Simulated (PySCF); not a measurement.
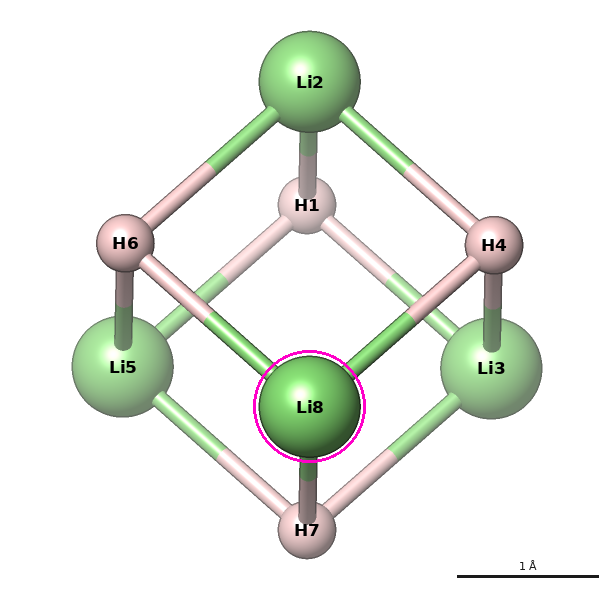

Source: calculation with PySCF.

Orthographic view. Atoms fade into the background with distance from the viewer. Geometry: a fixed input geometry, not necessarily a minimum.

Which atoms are bonded to the circled atom?

The circled atom is Li8; it is bonded to H4, H6, H7.

Of Li3 and H4, which is nearer the viewer?

H4; the bond to Li3 points away from the viewer, so it looks shorter than its 1.86 Å.

Which atom is nearest the viewer?

Li8, 1.4 Å in front of the mean position.

Which atom is farthest from the viewer?

H1, 1.4 Å behind the mean position.
